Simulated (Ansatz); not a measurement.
**CH$_{7}$AlB$_{2}$O$_{2}$: density, localisation and related maps**

Input file:

```
crystal:
  periodic: [false, false, false]
  atoms:
    - { symbol: O, position_ang: [-2.3398, -1.0615, 0.1657] }
    - { symbol: B, position_ang: [-1.1193, -0.4059, 0.5232] }
    - { symbol: C, position_ang: [-0.0842, -0.0303, -0.6122] }
    - { symbol: Al, position_ang: [1.6858, -1.0884, -0.3284] }
    - { symbol: B, position_ang: [0.2798, 1.5184, -0.5791] }
    - { symbol: O, position_ang: [0.85, 2.1584, 0.6331] }
    - { symbol: H, position_ang: [-2.1834, -1.9885, 0.1749] }
    - { symbol: H, position_ang: [-0.8362, -0.1819, 1.6571] }
    - { symbol: H, position_ang: [-0.4613, -0.2731, -1.5532] }
    - { symbol: H, position_ang: [1.548, -2.6618, -0.615] }
    - { symbol: H, position_ang: [2.5448, -0.6943, 0.9194] }
    - { symbol: H, position_ang: [0.1171, 2.1911, -1.5097] }
    - { symbol: H, position_ang: [0.0191, 2.4831, 1.1389] }
basis:
  gaussian: { orbitals: def2-SVP }
hamiltonian:
  xc: pbe0
  dispersion: d4
relax:
  f_tol: 0.02
  max_steps: 50
output:
  orbitals: {}
```

Run with:

```sh
ansatz run input.yaml --threads 2 --pin off --max-ram 3072MiB --backend cpu --events-out ev --progress --plain --runs-dir out
```

The fields are those of the run's last geometry, not of the input's.

Theory: RKS PBE0-D4/def2-SVP (Ansatz 0.2.0).

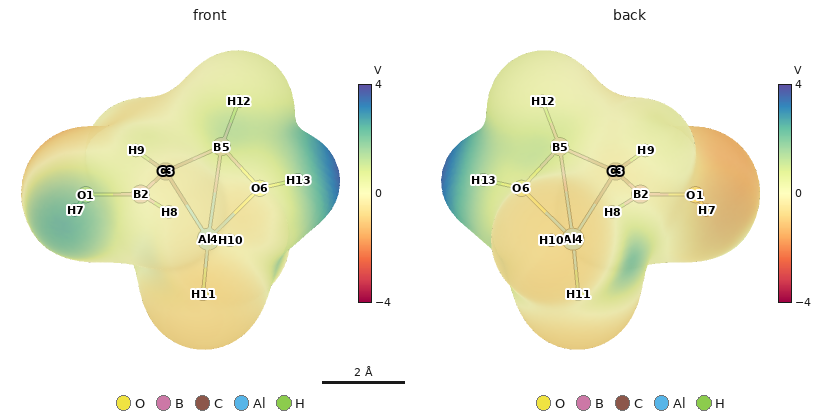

Figure 1. The electrostatic potential painted on the density surface at 0.002 e/bohr³, seen from the front and from behind; red is negative and blue positive.

Where is the surface potential most negative and most positive?

Answer. The most negative region (about −1.5 V, or −35 kcal/mol for a unit charge) lies over O1, the most positive (about +3.5 V, or +81 kcal/mol for a unit charge) over H13. O1 is the likeliest acceptor of a hydrogen bond.

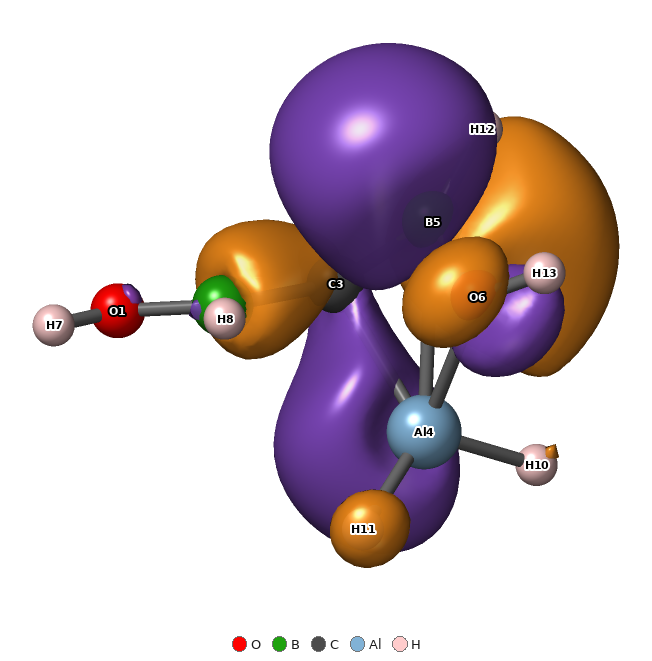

Figure 2. The LUMO at ±0.08 Å⁻³ᐟ² (orange and purple are the two phases), seen across its widest extent.

Where does this orbital lie, and at what energy?

Answer. Its weight (Hirshfeld) is mainly on B5 (about 45 %), Al4 (about 15 %), O6 (about 10 %), C3 (about 10 %) and H12 (about 5 %). Its energy is −0.44 eV.

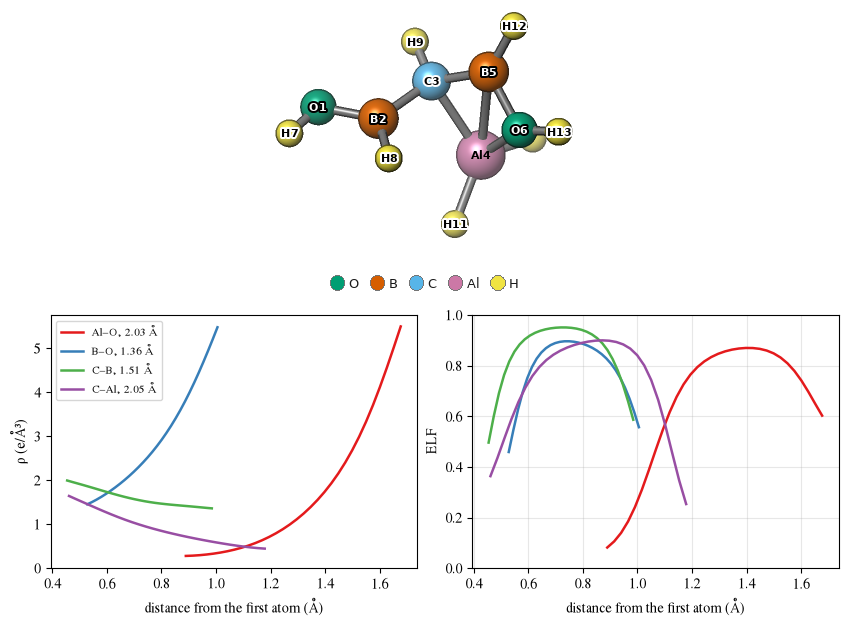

Figure 3. Total electron density and ELF along straight lines between neighbouring atoms. The curves leave out the atomic cores. The structure is drawn too.

Compare the contacts.

Answer. Al–O (2.03 Å): the density is about 0.35 e/Å³ at the midpoint; the ELF peaks at about 0.85 in the valence shell of O, 0.6 Å from its nucleus, and is about 0.30 at the midpoint.
B–O (1.36 Å): ρ is about 2.1 e/Å³ halfway; the ELF peaks at about 0.90 between the atoms, as expected for a polar covalent bond.
C–B (1.51 Å): ρ is about 1.5 e/Å³ halfway; the ELF peaks at about 0.95 between the atoms; localised, covalent bonding.
C–Al (2.05 Å): the density is about 0.56 e/Å³ at the midpoint; the ELF peaks at about 0.90 between the atoms (a shared but strongly polarised pair).
